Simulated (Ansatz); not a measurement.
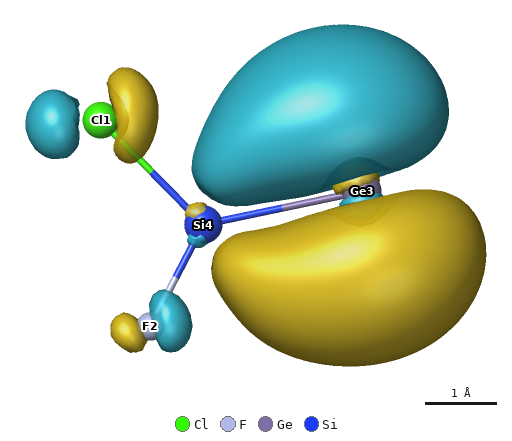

Figure. ClFGeSi (SMILES F[Si](Cl)=[Ge]). The LUMO at ±0.08 Å⁻³ᐟ² (yellow and cyan are the two phases), seen across its widest extent.

Geometry: r2SCAN-D4/def2-SVP.

The calculation used Ansatz 0.2.0, isolated molecule in a Gaussian basis; Kohn-Sham density functional theory, functional PBE0.

Input

```
crystal:
  periodic: [false, false, false]
  atoms:
    - {symbol: Cl, position_ang: [1.660596, 1.975981, -2.495315]}
    - {symbol: F, position_ang: [0.442090, 3.347830, -0.124352]}
    - {symbol: Ge, position_ang: [-0.240890, -0.126047, 0.057349]}
    - {symbol: Si, position_ang: [0.574193, 1.850480, -0.743694]}
basis:
  gaussian: {orbitals: def2-TZVPD}
hamiltonian: {xc: pbe0}
output: {forces: true, orbitals: {seedname: orbitals}}
```

Launched as:

```sh
ansatz run input.yaml --threads 2 --pin off --max-ram 4350MiB --events-out events.jsonl --progress --plain --runs-dir runs
```

Describe this orbital and give its energy.

It lies mainly on Ge3 (about 80 %) and Si4 (about 15 %); it is symmetric in the molecular plane (an in-plane orbital: σ, lone-pair or in-plane π type). Its energy is −3.91 eV.
